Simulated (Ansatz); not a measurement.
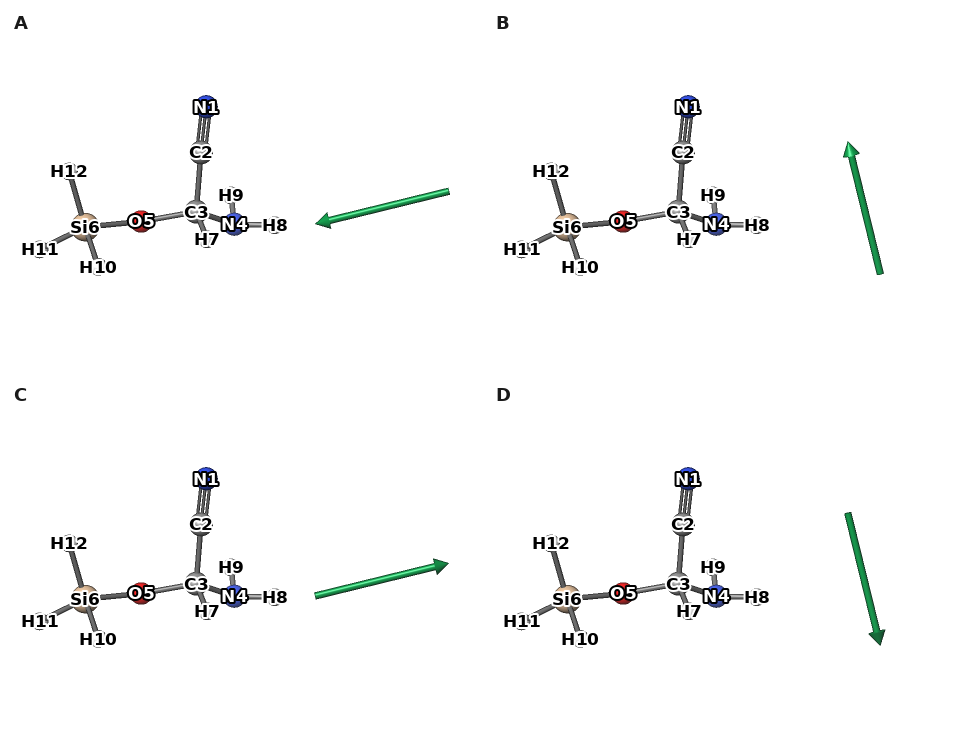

The same molecule four times, each with an arrow. The computed structure is the end point of a PBE0-D4/def2-TZVP optimisation. Properties computed with RKS B3LYP-D4/def2-TZVPP (Ansatz 0.2.0).

Which arrow points along the dipole moment, from the negative to the positive end?

D. The dipole moment is 2.33 D; it points from the side of N1 to the side of H8 (the outermost atoms at the two ends).
